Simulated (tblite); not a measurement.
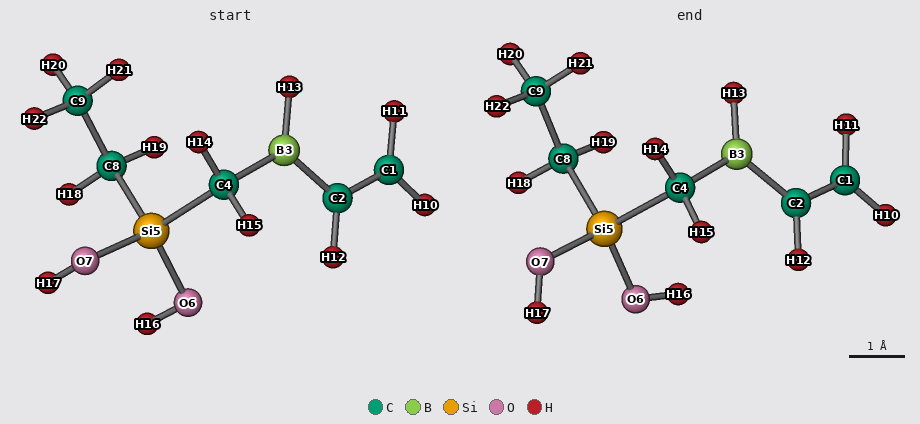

The structure of C₅H₁₃BO₂Si before (left) and after (right) a relaxation, at one scale.

The picture is a ball-and-stick view, seen at a tilt.

Method: GFN2-xTB geometry optimisation, gas phase in tblite. 

Q: What changed between the two?

A: The largest move after the best rigid fit is that of H16, 1.42 Å. By element the largest moves are H 1.42 Å, O 0.25 Å, C 0.21 Å, Si 0.16 Å, B 0.16 Å. Among the contacts that change: Si5–O7 1.713 → 1.628 Å, Si5–O6 1.708 → 1.643 Å, B3–C4 1.596 → 1.551 Å, O6–H16 0.996 → 0.953 Å. Bond angles that change, for instance: Si5–O7–H17 104.6° → 119.0°, O6–Si5–O7 109.7° → 104.5°, B3–C4–H14 109.8° → 114.1°. Groups turn about Si5–O6 by about 130°, Si5–O7 by about 75°. Over 224 geometry steps the energy falls by 60.2 kJ/mol.
